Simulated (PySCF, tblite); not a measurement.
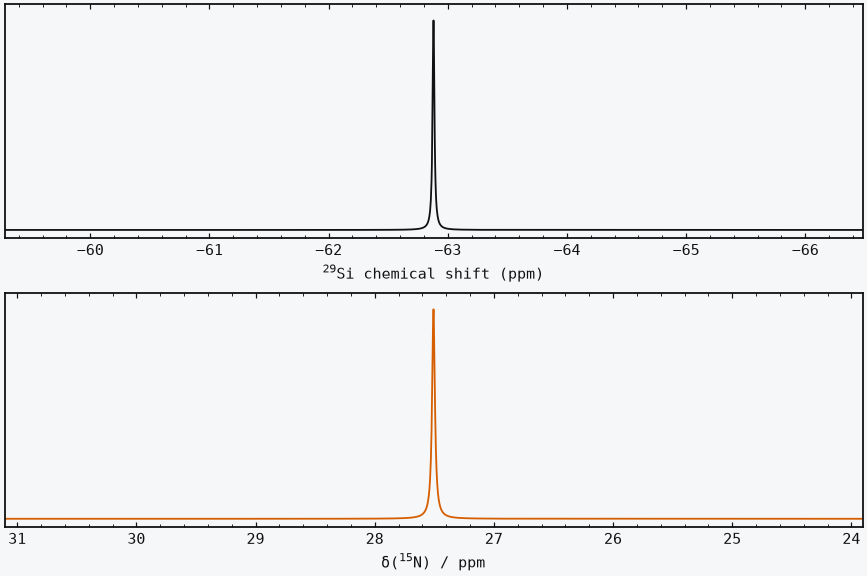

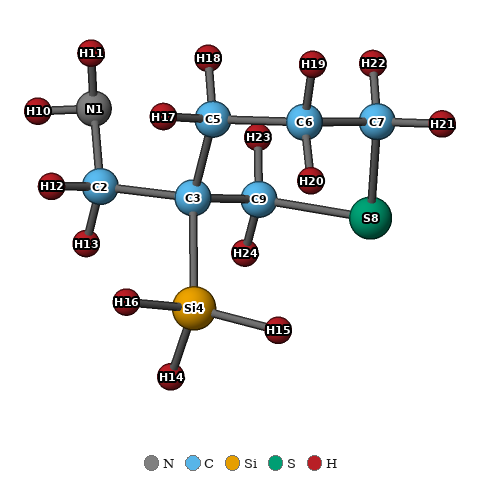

Spectrum and numbered structure of C₆H₁₅NSSi, SMILES NC[C@]1([SiH3])CCCSC1. GIAO shifts, PBE0/pcSseg-1 in PySCF, at a GFN2-xTB geometry (a minimum by its frequencies), against TMS for ²⁹Si and NH₃ for ¹⁵N computed at the same level (¹⁵N: a single molecule, while the usual scales start at liquid NH₃ or nitromethane; multiply bonded nitrogen can come out tens of ppm too deshielded). Gas phase, fully decoupled, line heights follow the number of nuclei, widths are arbitrary (no quadrupolar broadening); values of one conformer, averaged over nuclei that symmetry, rotation about single bonds or inversion at nitrogen exchange, these motions taken as fast; other conformers aren't averaged in.

Q: Where does the ²⁹Si line lie?

A: At −62.9 ppm (Si4).

Q: Where does the ¹⁵N line lie?

A: At 27.5 ppm (N1).

Note: the tight-binding geometry is rougher than a DFT one and adds to the error.
